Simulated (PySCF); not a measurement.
```json
{"atom": "Ru", "x (Å)": "0.0000", "y (Å)": "0.0000", "z (Å)": "-0.1693"}
{"atom": "C", "x (Å)": "0.0000", "y (Å)": "0.0000", "z (Å)": "1.4377"}
```

Core potentials replace the inner electrons of Ru.

The calculation used PBE0/def2-TZVPP, non-relativistic Hamiltonian with scalar-relativistic core potentials where named, at a bond length of 1.607 Å in PySCF 2.14.0.

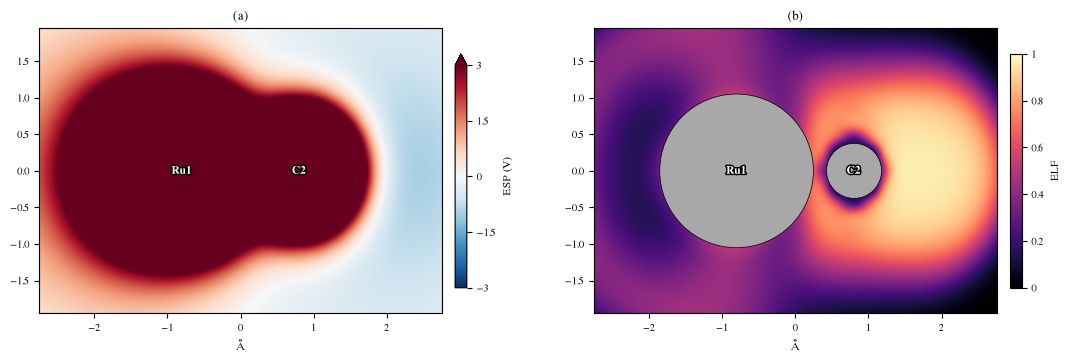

RuC (triplet). (a) electrostatic potential; (b) ELF on a plane that holds the molecular axis. Grey discs cover the atomic cores in the ELF map.

### Describe what can be read from this map.

- The plane passes through Ru and C nuclei.
- C–Ru (1.61 Å): the ELF peaks at about 0.70 in the valence shell of C, 0.6 Å from its nucleus, and is about 0.55 at the midpoint.
- Outside the dense part of the molecule the potential is most negative (−1.0 V) near C2.
